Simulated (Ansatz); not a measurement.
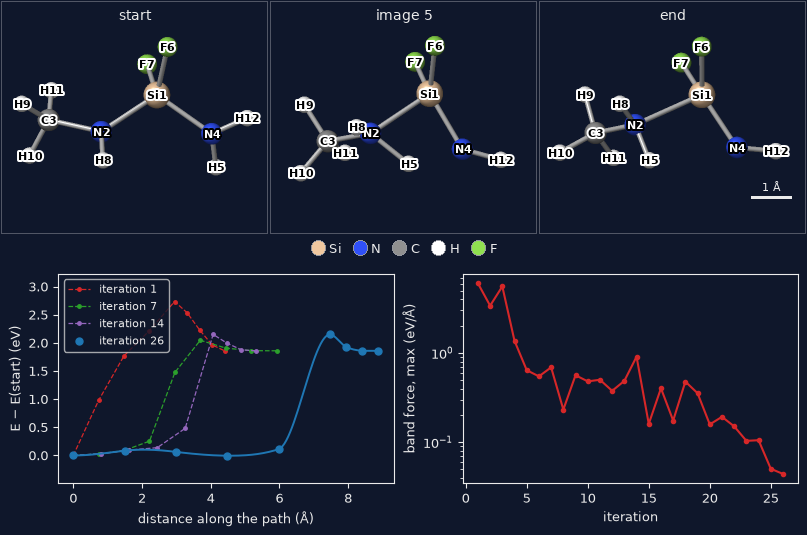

A search for the minimum-energy path of CH6F2N2Si by the nudged elastic band. Images are numbered from 0 (start) to 8 (end). The plot follows the band through its iterations. Style: ball-and-stick. Shown face on.

All numbers below come from RKS PBE0-D4/def2-SVP in Ansatz 0.2.0. Settings: 7 movable images; climbing image; force threshold 0.05 eV/Å; iteration limit 60; starting path through a guess of the saddle point.

How did the profile develop, and is the result final?

The run is converged, with reservations. The band converged in 26 iterations. The largest component of the band force went from 6 to 0.044 eV/Å. The climbing image converged on the top of the path. Its vibrational analysis gives one imaginary mode (1263i cm⁻¹), as a transition state must have. The first iteration put the highest image at 2.74 eV. Forward barrier 2.15 eV, backward barrier 0.29 eV, with image 5 at the top; the reaction energy is +1.86 eV. Image 3 lies below both ends, at 0.00 eV, which points to an intermediate minimum that so few images don't resolve. The profile has 2 maxima (images 1, 5) with a dip at image 3 (0.00 eV), so the process runs in steps.
